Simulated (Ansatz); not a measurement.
## Run report: C$_{3}$H$_{11}$NSi, geometry relaxation (part 1 of 2)

C$_{3}$H$_{11}$NSi, computed with RKS B3LYP/6-31G (Ansatz 0.2.0).

It belongs to a series of runs on one base structure; here: start relaxed. Figures and captions count atoms from 1; the log counts them from 0 in places.

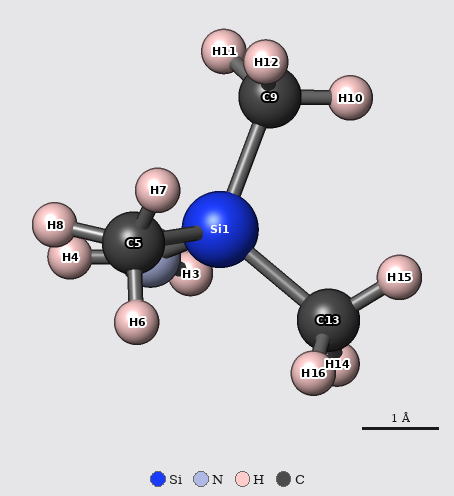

Fig. 1: The starting structure (ball-and-stick view, seen at an oblique angle; atoms are numbered from 1 in the order of the input). Bond lengths as drawn: C–H 1.11 Å, C–Si 1.87 Å, H–N 1.06 Å and N–Si 1.82 Å.

### The input
```yaml
crystal:
  periodic: [false, false, false]
  atoms:
    - { symbol: Si, position_ang: [0.0, 0.0, 0.0] }
    - { symbol: "N", position_ang: [0.0, 0.0, 1.82] }
    - { symbol: H, position_ang: [-0.877, -0.2713, 2.35] }
    - { symbol: H, position_ang: [0.877, 0.2713, 2.35] }
    - { symbol: C, position_ang: [1.7634, 0.0, -0.6227] }
    - { symbol: H, position_ang: [2.1111, -1.0463, -0.7509] }
    - { symbol: H, position_ang: [1.8119, 0.5276, -1.5981] }
    - { symbol: H, position_ang: [2.4154, 0.5187, 0.1108] }
    - { symbol: C, position_ang: [-0.8808, 1.5259, -0.6227] }
    - { symbol: H, position_ang: [-1.9334, 1.2723, -0.8671] }
    - { symbol: H, position_ang: [-0.8624, 2.3106, 0.1622] }
    - { symbol: H, position_ang: [-0.3704, 1.9025, -1.5336] }
    - { symbol: C, position_ang: [-0.8808, -1.5259, -0.6227] }
    - { symbol: H, position_ang: [-1.3804, -2.0377, 0.2261] }
    - { symbol: H, position_ang: [-1.6409, -1.2332, -1.3768] }
    - { symbol: H, position_ang: [-0.1449, -2.2146, -1.0879] }
basis:
  gaussian: { orbitals: "6-31G" }
hamiltonian:
  xc: b3lyp
relax:
  f_tol: 0.02
  max_steps: 40
output:
  orbitals: {}
```

Run on 1 thread of Intel Xeon (Granite Rapids), 32 GiB of memory available, shared host.

Launch command:
```bash
ansatz run input.yaml --threads 1 --pin off --max-ram 2048MiB --backend cpu --events-out ev --progress --plain --runs-dir out
```

### What the program printed
```
The last accepted step is kept in [file] (removed where the run ends without a failure and the disk answers)
Engine: ansatz 0.2.0, x86_64-unknown-linux-gnu
Functional definition: B3LYP
  parameter a0 = 0.2
  parameter ax = 0.72
  parameter ac = 0.81
  exchange = (1 - a0 - ax)*slater_x + ax*b88_x + a0*exact_x
  correlation = (1 - ac)*vwn_rpa_c + ac*lyp_c
1079 factors; integrals over basis functions are off by at most 1.6e-4 eV
mean field evaluation 1: about -12642.4638 eV, gradient 8.2e1 eV
mean field evaluation 2: about -12632.9840 eV, gradient 9.9e1 eV
mean field evaluation 4: about -12657.6107 eV, gradient 3.1e0 eV
mean field evaluation 8: about -12657.6191 eV, gradient 6.7e-2 eV
mean field -12657.61912648 eV, -465.1589232557 hartree, gradient 3.8e-5 eV, S^2 0.000000; 0 other end points of the search recorded, 0 dependent functions left out
the calculation of the forces begins
reference -12657.61935817 eV, -465.1589317702 hartree; 25, 25 occupied and 46, 46 virtual orbitals, 1079 factors
relax step   1: F+E_penalty+E_count = -12657.61912648 eV  Δ(F+E_penalty+E_count) = +0.000e0 eV  max|allowed force component| = 1.970e0 eV/Å  Δτ_max = 0.0000 Å  (24 SCF iters, accepted)
these checks for a lower state are left out or cut short: starts, cluster_reference, orbital_swaps, neighbouring_geometries, increment
1079 factors; integrals over basis functions are off by at most 1.6e-4 eV
mean field evaluation 16: about -12657.7726 eV, gradient 6.3e0 eV
mean field -12657.93456645 eV, -465.1705154610 hartree, gradient 1.8e-5 eV, S^2 0.000000; 0 other end points of the search recorded, 0 dependent functions left out
[... from here on the field's lines of each further geometry are left out, up to the last ...]
relax step   2: F+E_penalty+E_count = -12657.93456645 eV  Δ(F+E_penalty+E_count) = -3.154e-1 eV  max|allowed force component| = 9.603e-1 eV/Å  Δτ_max = 0.1776 Å  (25 SCF iters, accepted)
relax step   3: F+E_penalty+E_count = -12657.99060741 eV  Δ(F+E_penalty+E_count) = -5.604e-2 eV  max|allowed force component| = 4.310e-1 eV/Å  Δτ_max = 0.1270 Å  (22 SCF iters, accepted)
relax step   4: F+E_penalty+E_count = -12658.02616784 eV  Δ(F+E_penalty+E_count) = -3.556e-2 eV  max|allowed force component| = 6.017e-1 eV/Å  Δτ_max = 0.2000 Å  (24 SCF iters, accepted)
relax step   5: F+E_penalty+E_count = -12658.05963747 eV  Δ(F+E_penalty+E_count) = -3.347e-2 eV  max|allowed force component| = 3.578e-2 eV/Å  Δτ_max = 0.2000 Å  (24 SCF iters, accepted)
relax step   6: F+E_penalty+E_count = -12658.04010561 eV  Δ(F+E_penalty+E_count) = +1.953e-2 eV  max|allowed force component| = 6.451e-1 eV/Å  Δτ_max = 0.1951 Å  (24 SCF iters, rejected (line search))
relax step   7: F+E_penalty+E_count = -12658.06671771 eV  Δ(F+E_penalty+E_count) = -7.080e-3 eV  max|allowed force component| = 2.729e-2 eV/Å  Δτ_max = 0.0976 Å  (22 SCF iters, accepted)
relax step   8: F+E_penalty+E_count = -12658.06865612 eV  Δ(F+E_penalty+E_count) = -1.938e-3 eV  max|allowed force component| = 1.600e-1 eV/Å  Δτ_max = 0.0954 Å  (22 SCF iters, accepted)
relax step   9: F+E_penalty+E_count = -12658.07042876 eV  Δ(F+E_penalty+E_count) = -1.773e-3 eV  max|allowed force component| = 2.869e-2 eV/Å  Δτ_max = 0.0266 Å  (24 SCF iters, accepted)
relax step  10: F+E_penalty+E_count = -12658.07086511 eV  Δ(F+E_penalty+E_count) = -4.364e-4 eV  max|allowed force component| = 9.495e-3 eV/Å  Δτ_max = 0.0288 Å  (23 SCF iters, accepted)
relax step  11: F+E_penalty+E_count = -12658.07100695 eV  Δ(F+E_penalty+E_count) = -1.418e-4 eV  max|allowed force component| = 2.268e-2 eV/Å  Δτ_max = 0.0353 Å  (23 SCF iters, accepted)
the calculation of the forces begins
reference -12658.07127386 eV, -465.1755393655 hartree; 25, 25 occupied and 46, 46 virtual orbitals, 1079 factors
relax step  12: F+E_penalty+E_count = -12658.07103649 eV  Δ(F+E_penalty+E_count) = -2.954e-5 eV  max|allowed force component| = 9.160e-3 eV/Å  Δτ_max = 0.0040 Å  (21 SCF iters, accepted)
1079 factors; integrals over basis functions are off by at most 1.6e-4 eV
mean field evaluation 96: about -12658.0710 eV, gradient 1.5e-5 eV
```

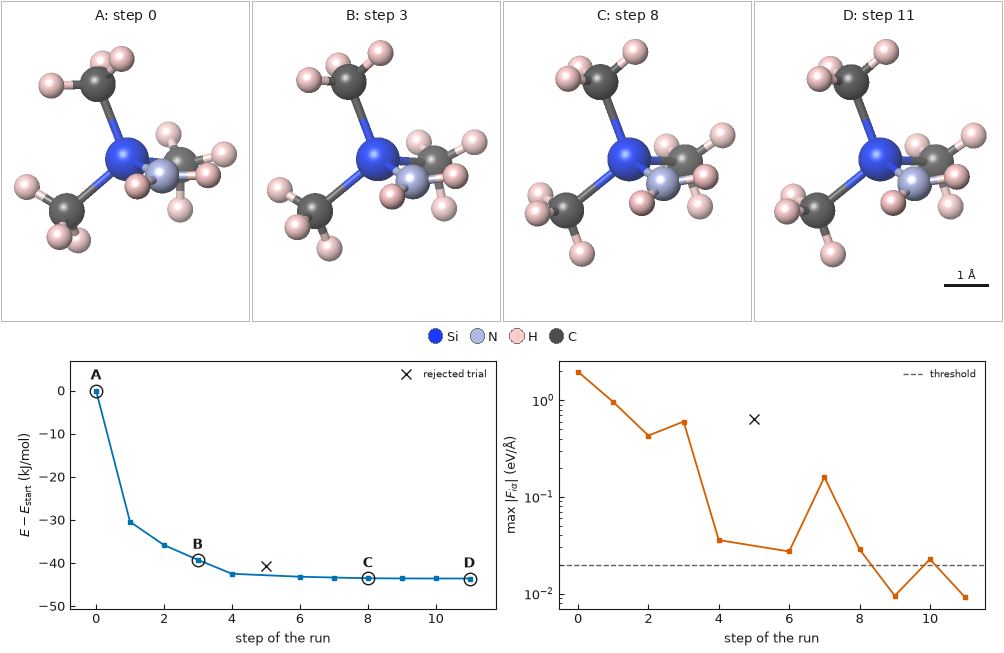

Fig. 2: Frames of the relaxation (ball-and-stick view, seen at a tilt) above the curves, on which the letters mark them (the first geometry is step 0 here and step 1 in the log).

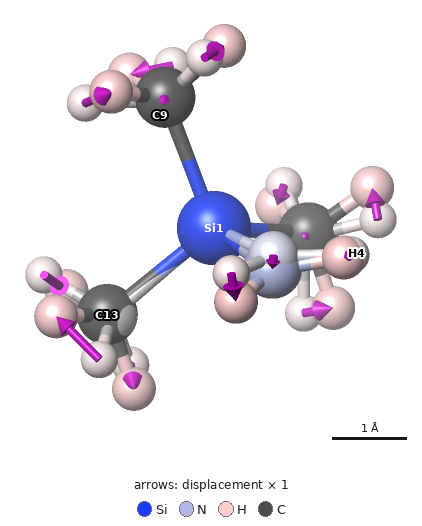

Fig. 3: Start (faint) and end (solid) with the displacements as pink arrows, at true length (ball-and-stick view, seen at a tilt). The two geometries are laid on each other by the best rigid fit. The atom that moves furthest after the best rigid fit is H14 (0.84 Å). By element the largest moves are H 0.84 Å, N 0.20 Å, C 0.11 Å, Si 0.02 Å. Distances before and after: N2–H3 1.060 → 1.009 Å, Si1–C9 1.869 → 1.918 Å, Si1–C13 1.869 → 1.913 Å, Si1–N2 1.820 → 1.776 Å. Among the angles that change: H3–N2–H4 120.0° → 113.9°, N2–Si1–C9 109.5° → 113.1°, Si1–N2–H3 120.0° → 123.0°. The energy falls by 43.6 kJ/mol in 11 geometry steps. The largest force component goes from 2 to 0.0092 eV/Å. The line search rejected the trial step at point 5 (counted from 0) and went back. (Atoms are counted from 1 in the order of the input.)

```
mean field -12658.07103649 eV, -465.1755306423 hartree, gradient 1.2e-5 eV, S^2 0.000000; 1 other end points of the search recorded, 0 dependent functions left out
the calculation of the forces begins
reference -12658.07127386 eV, -465.1755393655 hartree; 25, 25 occupied and 46, 46 virtual orbitals, 1079 factors
Total energy: -12658.07127386 eV, -465.1755393655 hartree
Atom 0 at    -0.002619    -0.002222     0.017551 Å, force     0.002186    -0.004421    -0.000045 eV/Å
Atom 1 at     0.052790    -0.189862     1.782689 Å, force     0.000063     0.004082     0.009160 eV/Å
Atom 2 at    -0.673492    -0.651828     2.308956 Å, force    -0.001642    -0.002128    -0.004009 eV/Å
Atom 3 at     0.776890     0.217007     2.355478 Å, force     0.001466    -0.000915    -0.003417 eV/Å
Atom 4 at     1.803404     0.080781    -0.608648 Å, force     0.000017     0.000679    -0.000742 eV/Å
Atom 5 at     2.332325    -0.849469    -0.375659 Å, force    -0.001012     0.000753     0.000095 eV/Å
Atom 6 at     1.832749     0.233257    -1.693767 Å, force     0.000491     0.000338     0.000048 eV/Å
Atom 7 at     2.347732     0.909759    -0.140624 Å, force     0.000246    -0.000173     0.000002 eV/Å
Atom 8 at    -0.926548     1.583550    -0.540714 Å, force    -0.000107     0.001841    -0.002197 eV/Å
Atom 9 at    -1.963833     1.574368    -0.186665 Å, force     0.000000     0.000136    -0.000170 eV/Å
Atom 10 at    -0.440986     2.479369    -0.136753 Å, force    -0.000410    -0.000283    -0.000593 eV/Å
Atom 11 at    -0.939351     1.665495    -1.634642 Å, force    -0.000121     0.000068     0.001950 eV/Å
Atom 12 at    -0.909247    -1.529548    -0.693644 Å, force    -0.002583    -0.000913     0.000581 eV/Å
Atom 13 at    -1.917443    -1.623747    -0.272515 Å, force     0.001846    -0.000120    -0.000957 eV/Å
Atom 14 at    -1.008875    -1.451320    -1.782463 Å, force    -0.000285    -0.000023     0.000018 eV/Å
Atom 15 at    -0.355695    -2.445690    -0.461979 Å, force    -0.000155     0.001079     0.000276 eV/Å
Dipole moment:    -0.004379     0.002209     0.091958 e Å
```

### Trajectory as extended XYZ (Å, eV, eV/Å), 12 frames, from step=1 to step=12
```
16
Properties=species:S:1:pos:R:3:forces:R:3 step=1 energy=-12657.61913
Si    0.0000    0.0000    0.0000   -0.0410   0.1020   1.6327
N     0.0000    0.0000    1.8200    0.2081  -0.1697   0.5079
H    -0.8770   -0.2713    2.3500    1.9577   0.5928  -0.6225
H     0.8770    0.2713    2.3500   -1.9696  -0.5920  -0.6242
C     1.7634    0.0000   -0.6227    0.8757  -0.0201  -0.0545
H     2.1111   -1.0463   -0.7509    0.0529   0.5538   0.0495
H     1.8119    0.5276   -1.5981    0.1688  -0.2715   0.4357
H     2.4154    0.5187    0.1108   -0.0406  -0.2159  -0.5004
C    -0.8808    1.5259   -0.6227   -0.4769   0.8363  -0.3461
H    -1.9334    1.2723   -0.8671    0.3822   0.3771   0.0603
H    -0.8624    2.3106    0.1622   -0.0781  -0.2594  -0.5012
H    -0.3704    1.9025   -1.5336   -0.4144   0.0111   0.3144
C    -0.8808   -1.5259   -0.6227   -0.5424  -0.7534  -0.3183
H    -1.3804   -2.0377    0.2261    0.1425   0.0498  -0.5309
H    -1.6409   -1.2332   -1.3768    0.2715  -0.3837   0.2788
H    -0.1449   -2.2146   -1.0879   -0.4964   0.1429   0.2188
16
Properties=species:S:1:pos:R:3:forces:R:3 step=2 energy=-12657.93457
Si   -0.0183    0.0081   -0.0075    0.1539  -0.0766   0.9603
N     0.0424   -0.0603    1.7945   -0.1338  -0.0649  -0.2264
H    -0.7659   -0.3423    2.3518    0.5542   0.1806  -0.1566
H     0.8709    0.2227    2.3171   -0.4965  -0.1528  -0.1547
C     1.7971    0.0191   -0.5710    0.5409   0.0141  -0.2798
H     2.2128   -1.0029   -0.6119   -0.1487   0.2423   0.0579
H     1.8858    0.4576   -1.5796    0.0130  -0.1063   0.1833
H     2.4418    0.6117    0.1008   -0.1994  -0.0851  -0.1227
C    -0.9121    1.5670   -0.6349   -0.3607   0.5485  -0.2475
H    -1.9948    1.3927   -0.7834    0.3153   0.0237   0.0897
H    -0.8067    2.3894    0.0929    0.0170  -0.1817  -0.1757
H    -0.5003    1.9163   -1.5999   -0.0989  -0.1286   0.2279
C    -0.9208   -1.5446   -0.6347   -0.3004  -0.4483  -0.3074
H    -1.4743   -2.0443    0.1748    0.0744   0.1228  -0.0752
H    -1.6425   -1.3103   -1.4340    0.1444  -0.0124   0.1265
H    -0.2073   -2.2801   -1.0385   -0.0746   0.1246   0.1004
16
Properties=species:S:1:pos:R:3:forces:R:3 step=3 energy=-12657.99061
Si   -0.0130    0.0022    0.0066    0.0071  -0.0062   0.2080
N     0.0379   -0.0981    1.7892   -0.0173  -0.0116  -0.4310
H    -0.7504   -0.3833    2.3448   -0.0879  -0.0567   0.1076
H     0.8392    0.1954    2.3204    0.1129   0.0538   0.1121
C     1.8089    0.0388   -0.5768    0.2419  -0.0362  -0.0683
H     2.2488   -0.9694   -0.5326   -0.0693   0.1597   0.0193
H     1.8971    0.4033   -1.6121   -0.0586  -0.0685   0.1582
H     2.4182    0.6993    0.0591   -0.0925  -0.0577  -0.0833
C    -0.9122    1.5757   -0.6224   -0.1937   0.2940  -0.0945
H    -2.0065    1.4276   -0.6618    0.2685   0.0381   0.0473
H    -0.7123    2.4272    0.0498   -0.0200  -0.1753  -0.1665
H    -0.5751    1.8547   -1.6371   -0.0834  -0.1042   0.2309
C    -0.9289   -1.5483   -0.6506   -0.0899  -0.1860  -0.1237
H    -1.5429   -2.0013    0.1407    0.0369   0.0735  -0.0665
H    -1.5903   -1.3127   -1.4971    0.1081   0.0031   0.0887
H    -0.2105   -2.3112   -0.9835   -0.0629   0.0801   0.0617
16
Properties=species:S:1:pos:R:3:forces:R:3 step=4 energy=-12658.02617
Si   -0.0070   -0.0012    0.0069    0.0017  -0.0082   0.0353
N     0.0456   -0.1440    1.7768    0.0093   0.0375   0.6017
H    -0.7167   -0.4914    2.3491    0.0385  -0.0182  -0.3080
H     0.7866    0.2384    2.3565   -0.0490  -0.0438  -0.3354
C     1.8125    0.0521   -0.5886   -0.0044  -0.0146  -0.0011
H     2.2812   -0.9310   -0.4672   -0.0032   0.0238   0.0238
H     1.8738    0.3331   -1.6462   -0.0075   0.0007   0.0009
H     2.3957    0.7813   -0.0130   -0.0127   0.0015  -0.0200
C    -0.9144    1.5814   -0.5947    0.0085   0.0056  -0.0350
H    -2.0021    1.4762   -0.4965    0.0364   0.0256   0.0466
H    -0.5981    2.4543   -0.0113   -0.0185  -0.0224  -0.0195
H    -0.6895    1.7774   -1.6511   -0.0190  -0.0117   0.0093
C    -0.9243   -1.5431   -0.6715   -0.0212  -0.0382  -0.0211
H    -1.6795   -1.8902    0.0459    0.0255   0.0278  -0.0367
H    -1.4366   -1.3270   -1.6174    0.0566   0.0055   0.0227
H    -0.2192   -2.3662   -0.8409   -0.0409   0.0290   0.0366
```
